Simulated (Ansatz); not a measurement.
## Electronic structure of GeH₄···CH₃ (doublet) in real space

```xyz
9

H     0.1553    0.3001   -0.2538
C    -1.1471   -1.6186    1.4308
Ge    0.9162    1.2932   -1.1433
H    -0.7500   -1.1229    2.3044
H    -2.1053   -1.3215    1.0303
H    -0.5859   -2.4116    0.9588
H    -0.0829    2.1693   -1.9119
H     1.8090    2.1874   -0.2717
H     1.7907    0.5244   -2.1436
```

The product side of a reaction path; geometry: PBE0-D4/def2-TZVP.

These are results of UKS PBE0-D4/def2-TZVPP in Ansatz, not measurements.

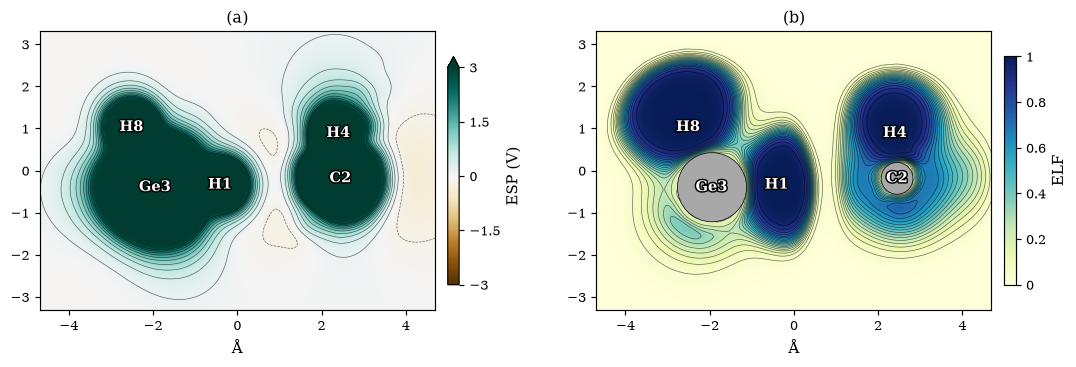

Figure 1. (a) molecular electrostatic potential; (b) electron localisation function on the plane of atoms H1, Ge3 and H8. Grey discs cover the atomic cores in the ELF map.

**Read the bonding off the picture.**

- The section cuts through H, C and Ge sites.
- C2···H1 (2.87 Å): the ELF dips to about 0.05 between them; a weak contact between the two molecules.
- C–H (1.08 Å): the ELF climbs to about 1 towards the hydrogen, as it does in any bond to H (an ordinary covalent bond to hydrogen).
- Ge–H (1.54 Å): the ELF climbs to about 1 towards the hydrogen.
- Outside the dense part of the complex the potential is most negative (−0.4 V) near C2.

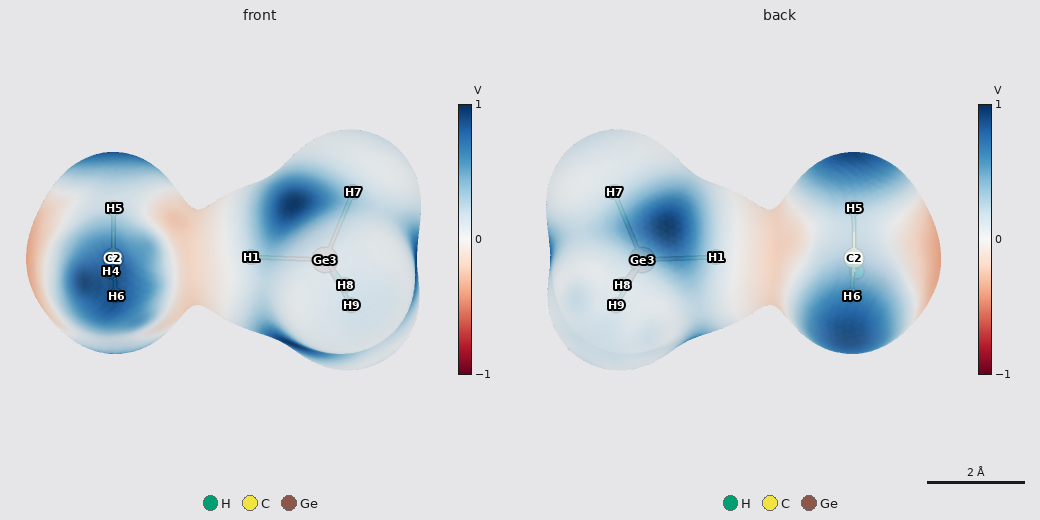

Figure 2. The molecular electrostatic potential painted on the density surface at 0.002 e/bohr³, seen from the front and from behind; the colour scale runs from red (negative) to blue (positive).

**Describe the electrostatic potential map.**

The most negative region (about −0.4 V) lies over the π face of C2, the most positive (about +1.0 V) over Ge3 and H4.

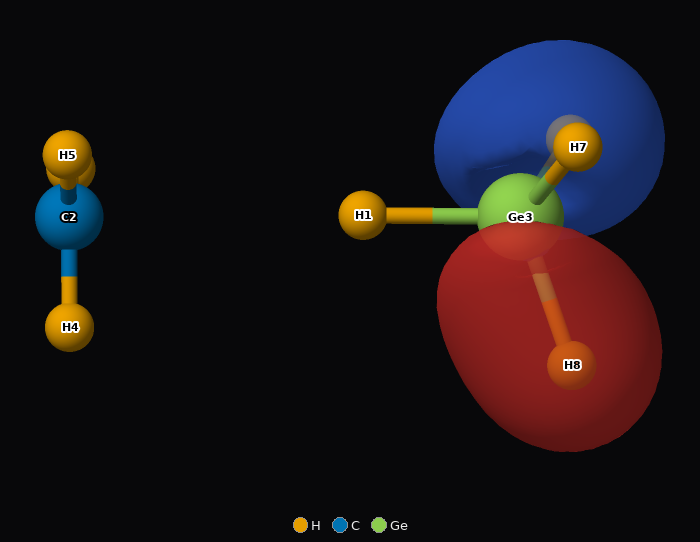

Figure 3. The HOMO−1 (α) at ±0.15 Å⁻³ᐟ² (red and blue are the two phases), seen from one side.

**What is the character of this orbital?**

It lies mainly on Ge3 (about 45 %), H8 (about 25 %) and H9 (about 25 %). Its energy is −9.59 eV.

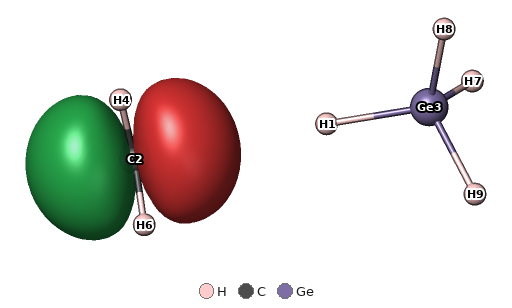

Figure 4. The HOMO (α) at ±0.15 Å⁻³ᐟ² (green and red are the two phases), seen at an oblique angle.

**What is the character of this orbital?**

Its weight (Hirshfeld) is mainly on C2 (about 75 %), H5 (about 5 %), H4 (about 5 %) and H6 (about 5 %). Its energy is −6.77 eV.
